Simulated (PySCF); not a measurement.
Consider Br2Pb (charge +2).

```xyz
3

Pb    0.0000    0.0000    0.2412
Br    2.4539    0.0000    0.2413
Br   -2.4539    0.0000    0.2413
```

Core potentials replace the inner electrons of Pb.

All numbers below come from RKS PBE0, Pb def2-SVP with ECP60, Br def2-SVP; non-relativistic Hamiltonian with scalar-relativistic core potentials where named; density fitting (PySCF 2.14.0).

**What can the converged electron density and electron localisation function tell about the bonding?**

Pb–Br (2.45 Å): ρ at the midpoint is about 0.56 e/Å³; the ELF is about 0.45 at the midpoint.

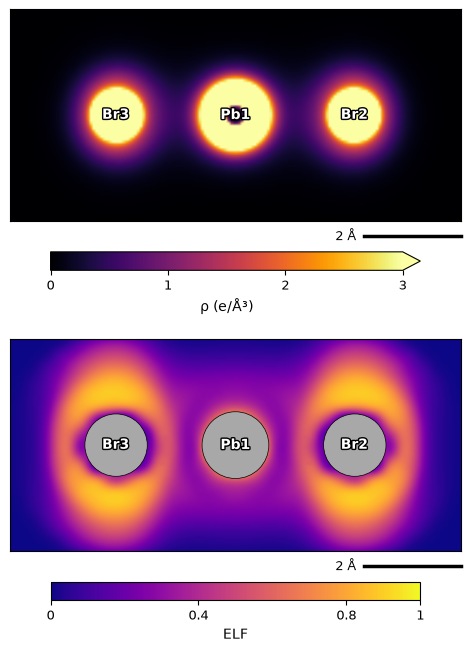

Computed electron density and electron localisation function on a plane that holds the molecular axis, in this order. Grey discs cover the atomic cores in the ELF map. 
